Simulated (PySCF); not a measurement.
# AlGaH₃N (SMILES [AlH2][NH][Ga]): what the fields show

```tsv
atom	x (Å)	y (Å)	z (Å)
Al	0.9227	-0.3243	1.1171
Ga	1.4634	2.9141	1.7077
N	0.9711	1.1297	2.1661
H	0.4785	-1.7357	1.6864
H	1.3470	-0.1096	-0.3967
H	0.6977	0.9961	3.1449
```

Geometry: B3LYP-D3(BJ)/def2-SVP.

Method: Gaussian-basis quantum chemistry of an isolated molecule with PySCF, energy and nuclear gradient, functional PBE0 (PySCF 2.14.0).

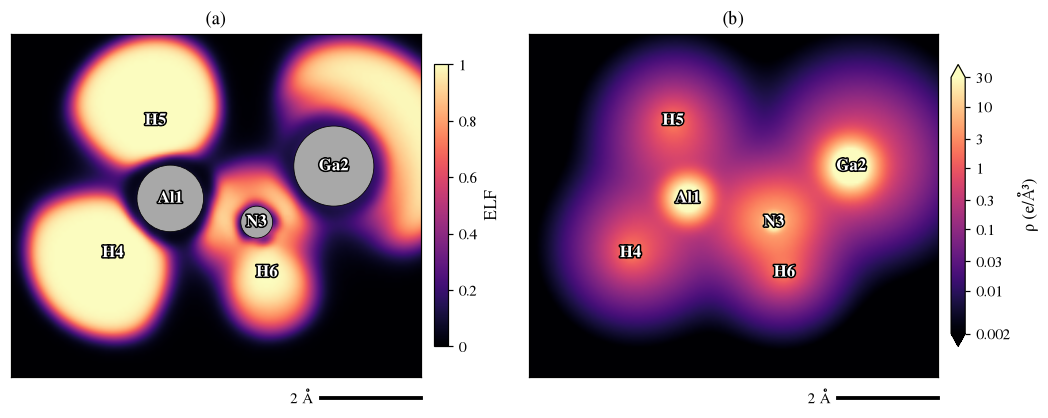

Figure 1. (a) electron localisation function; (b) electron density on the molecular plane. Grey discs cover the atomic cores in the ELF map.

### Describe what can be read from this map.

- The plane passes through Al, Ga, N and H nuclei.
- Al–N (1.79 Å): ρ is about 0.82 e/Å³ halfway; the ELF peaks at about 0.90 in the valence shell of N, 0.7 Å from its nucleus, and is about 0.65 at the midpoint.
- Ga–N (1.91 Å): ρ at the midpoint is about 0.77 e/Å³; the ELF peaks at about 0.90 in the valence shell of N, 0.6 Å from its nucleus, and is about 0.35 at the midpoint.
- N–H (1.02 Å): ρ at the midpoint is about 2.7 e/Å³; the ELF climbs to about 1 towards the hydrogen, as it does in any bond to H; a covalent bond by its length.
- Al–H (1.59 Å): the density is about 0.56 e/Å³ at the midpoint; the ELF climbs to about 1 towards the hydrogen.

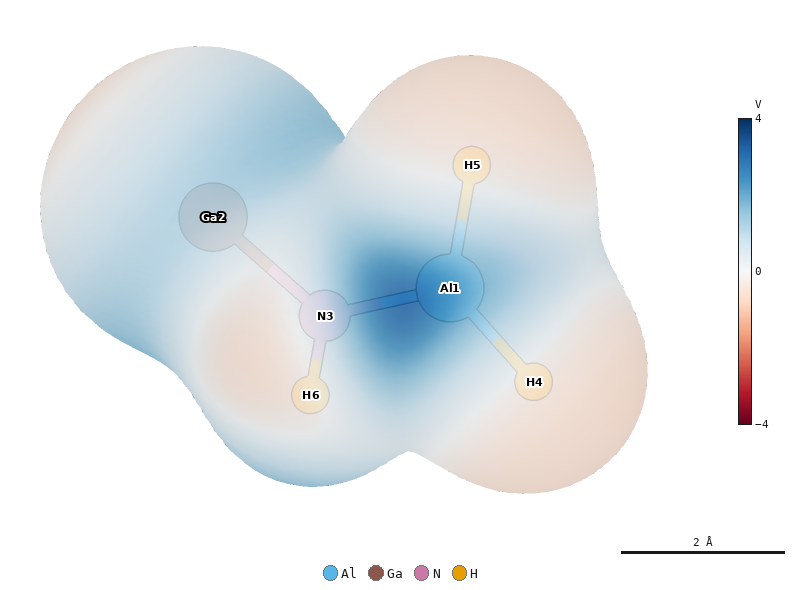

Figure 2. The electrostatic potential painted on the density surface at 0.002 e/bohr³, seen at a tilt; the colour scale runs from red (negative) to blue (positive).

### Describe the electrostatic potential map.

The most negative region (about −0.5 V) lies over N3, H4 and H5, the most positive (about +2.9 V) over Al1.

### How polar is the molecule by this calculation?

Its dipole moment is 1.09 D.

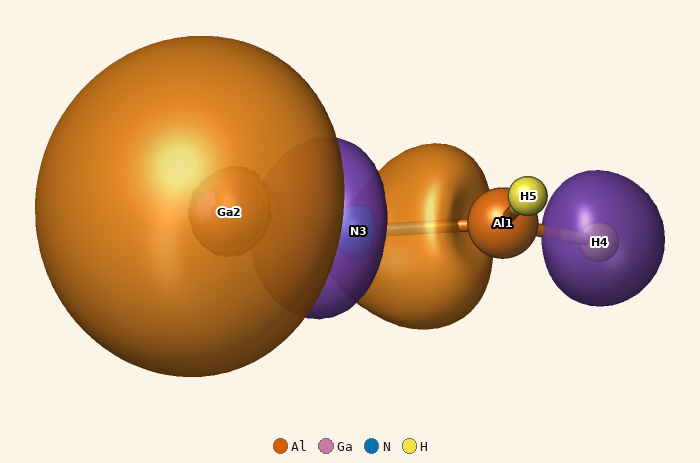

Figure 3. The HOMO at ±0.06 Å⁻³ᐟ² (orange and purple are the two phases), seen from one side.

### Describe this orbital and give its energy.

Its weight (Hirshfeld) is mainly on Ga2 (about 70 %) and N3 (about 20 %); it is symmetric in the molecular plane (an in-plane orbital: σ, lone-pair or in-plane π type). Its energy is −6.59 eV.
